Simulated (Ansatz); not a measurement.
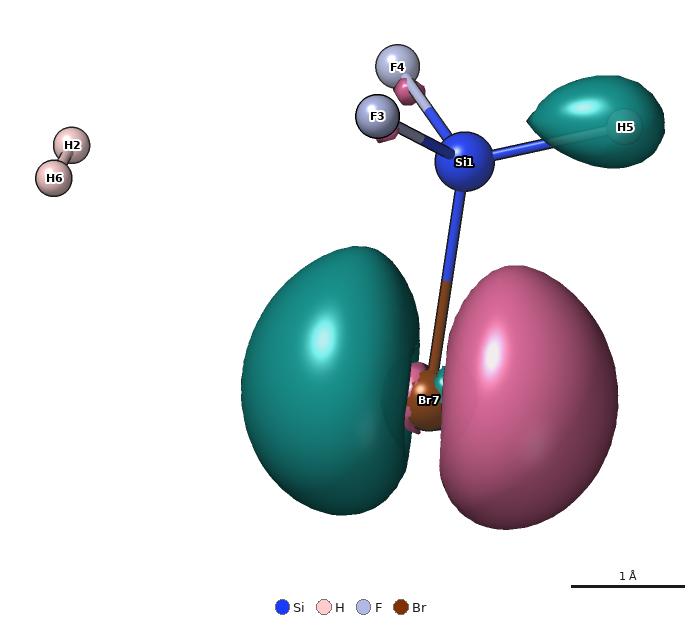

BrF2HSi···H2. The HOMO at ±0.15 Å⁻³ᐟ² (teal and pink are the two phases), seen across its widest extent.

The product side of a reaction path; geometry: PBE0-D4/def2-TZVP.

All numbers below come from RKS PBE0-D4/def2-TZVPP in Ansatz 0.2.0.

```json
{"atom": "Si", "x (Å)": "0.5123", "y (Å)": "0.4539", "z (Å)": "0.8260"}
{"atom": "H", "x (Å)": "-1.6259", "y (Å)": "-0.8803", "z (Å)": "-1.7195"}
{"atom": "F", "x (Å)": "0.5000", "y (Å)": "-1.1188", "z (Å)": "0.9509"}
{"atom": "F", "x (Å)": "-0.9768", "y (Å)": "0.9302", "z (Å)": "0.6112"}
{"atom": "H", "x (Å)": "1.0417", "y (Å)": "1.0410", "z (Å)": "2.0609"}
{"atom": "H", "x (Å)": "-1.1572", "y (Å)": "-1.4524", "z (Å)": "-1.8204"}
{"atom": "Br", "x (Å)": "1.7059", "y (Å)": "1.0264", "z (Å)": "-0.9093"}
```

Where does this orbital lie, and at what energy?

Answer. By Hirshfeld shares it lies mainly on Br7 (about 85 %); largely a lone pair of Br7. Its energy is −9.23 eV.
